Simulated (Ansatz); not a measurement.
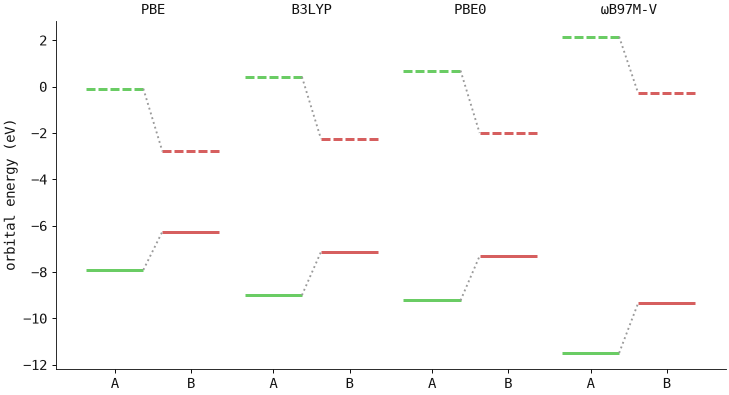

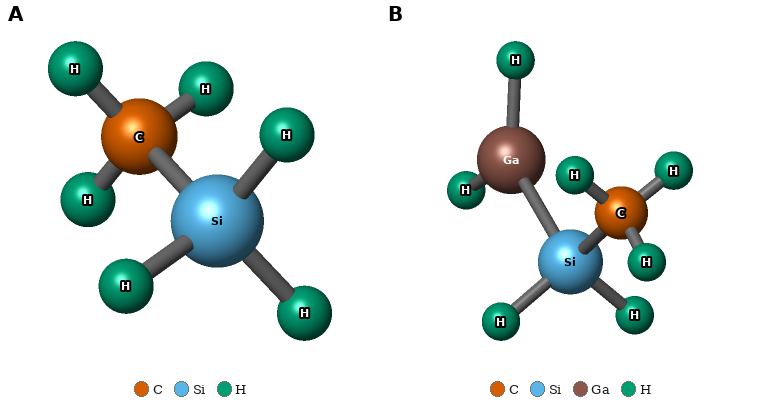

One change: A, CH₆Si (SMILES C[SiH3]), becomes B, CH₇GaSi (SMILES C[SiH2][GaH2]). H on Si is replaced by GaH₂. HOMO (solid) and LUMO (dashed) computed in def2-TZVPP at PBE0-D4/def2-TZVP geometries, both minima by their frequencies, gas phase, the Ansatz code 0.2.0. Empty levels above zero depend strongly on the basis.

**What does the change do to HOMO and LUMO?**

PBE: the HOMO rises by 1.65 eV, the LUMO falls by 2.70 eV, and the separation goes from 7.82 to 3.46 eV. B3LYP: the HOMO rises by 1.87 eV, the LUMO falls by 2.68 eV, and the separation goes from 9.42 to 4.87 eV. PBE0: the HOMO rises by 1.91 eV, the LUMO falls by 2.69 eV, and the separation goes from 9.92 to 5.31 eV. ωB97M-V: the HOMO rises by 2.16 eV, the LUMO falls by 2.44 eV, and the separation goes from 13.64 to 9.05 eV.

**Do the functionals agree on the effect?**

They agree on the direction for both levels; the HOMO shift lies between 1.65 and 2.16 eV and the LUMO shift between −2.70 and −2.44 eV, while the separations themselves differ by up to 5.8 eV between functionals.
